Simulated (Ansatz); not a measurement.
**Converging the k-point mesh at a smearing width of 0.3 eV: LaTe (Fm-3m, 2 atoms in the cell)**

```
CELL_PARAMETERS angstrom
      0.00000     3.23089     3.23089
      3.23089     0.00000     3.23089
      3.23089     3.23089     0.00000
ATOMIC_POSITIONS crystal
  La 0.00000 0.00000 0.00000
  Te 0.50000 0.50000 0.50000
```

Computed with PBEsol, default PAW files made with PBE (plane waves; Ansatz, a program for electronic structure).

Base settings: basis.ecutwfc = 30.9 Ry; kpoints.mp_grid.grid = 9 9 9; hamiltonian.xc = pbesol; hamiltonian.pseudopotentials = {kind: paw} (the program's default PAW files); scf.occupations.method = gaussian; scf.occupations.width = 0.0073 Ry.

In this ladder: scf.occupations.width = 0.022 Ry.

Only quantities that move along the ladder and can be compared are tabulated.

The count of work is k-points × plane waves × bands × iterations; it is no time. 

The starting cell comes from a database of computed structures (which also holds hypothetical and non-ambient phases and stackings), without a prior relaxation at this level. Its lattice was rescaled by up to half a per cent. Ansatz's pressure includes its estimate of the finite-basis (Pulay) stress.

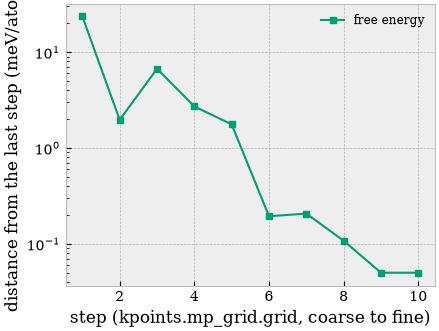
Fig. 1. Distance from the last step along the ladder; very small values are drawn at a floor.

```tsv
kpoints.mp_grid.grid	free energy less the last step's (meV/atom)	pressure (GPa)	count of work / last
3 3 3	23.54	-1.38	0.012
4 4 4	-1.97	-1.86	0.028
5 5 5	-6.71	-1.88	0.035
6 6 6	-2.71	-1.84	0.056
7 7 7	1.76	-1.78	0.070
8 8 8	0.19	-1.80	0.10
10 10 10	0.21	-1.80	0.16
12 12 12	-0.11	-1.81	0.25
14 14 14	0.03	-1.81	0.36
17 17 17	0.01	-1.81	0.58
21 21 21	0.00	-1.81	1.0
```

Coarsest kpoints.mp_grid.grid that holds the free energy within 1 meV/atom of the last step, with all finer ones: 8 8 8, at 0.10 of the last step's count of work; the step before is off by 1.8 meV/atom.

Coarsest kpoints.mp_grid.grid that holds the pressure within 0.2 GPa of the last step, with all finer ones: 4 4 4, at 0.028 of the last step's count of work; the step before is off by 0.43 GPa.

Keys are those of Ansatz 0.2.
